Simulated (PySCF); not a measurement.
H₇Si₃, doublet, SMILES `[SiH3][SiH][SiH3]`.

Method: B3LYP/def2-SVP; geometry: GFN2-xTB; program: PySCF. No frequency check shows the geometry to be a minimum. A basis without diffuse functions makes polarisabilities too small. The stability of the open-shell solution wasn't checked. GFN2-xTB doesn't know the spin state, so this open-shell geometry is rough.

Cartesian coordinates (Å):

```
Si1      2.0421    0.3108   -0.0232
Si2      0.0001   -0.7269    0.1011
Si3     -2.0421    0.3108   -0.0232
H4       3.1133   -0.5441    0.5018
H5       2.0045    1.5216    0.8050
H6       2.5051    0.7514   -1.3482
H7      -0.0008   -1.9826   -0.6827
H8      -3.1133   -0.5441    0.5018
H9      -2.5051    0.7514   -1.3482
H10     -2.0045    1.5216    0.8050
```

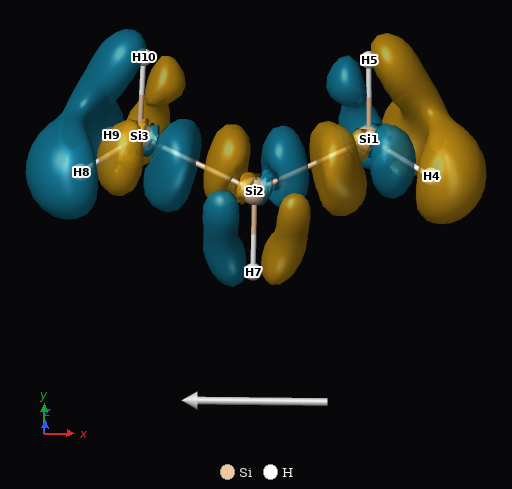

Change of the electron density in a uniform field of 0.41 V/Å along −x (arrow), surfaces at ±0.004 e/Å³ (yellow: gain, teal: loss).

### What dipole is induced, and what polarisability does it imply?

The induced dipole is 2.26 D (along the field); α along this axis, from the fields in both directions, is 111 bohr³ (16.5 Å³).

### Which atoms gain and lose the most charge?

Electrons gather most on Si1 (Hirshfeld charge changes by −0.026 e) and leave Si3 most (+0.025 e); 0.146 electrons are displaced in all.
